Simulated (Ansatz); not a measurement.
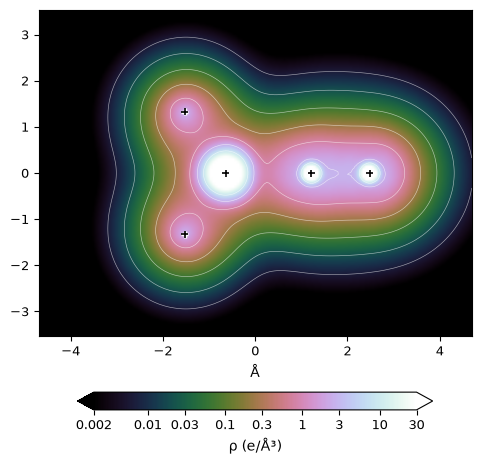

The total electron density on a plane through atoms (crosses mark nuclei in the plane).

The calculation used Ansatz, isolated molecule in a Gaussian basis; Kohn-Sham density functional theory, functional PBE0.

Candidates:
A. BH5NO (SMILES [NH3+]BO) (charge +1)
B. C2H2Ga (SMILES [C-]#[C][GaH2]) (charge −1)
C. BH4NSi (SMILES B1N[SiH2]1)

### Which system is this?

Candidate B: C2H2Ga on the molecular plane, which holds C, Ga and H. C–C (1.26 Å): ρ at the midpoint is about 2.7 e/Å³. C–Ga (1.86 Å): ρ is about 0.9 e/Å³ halfway.
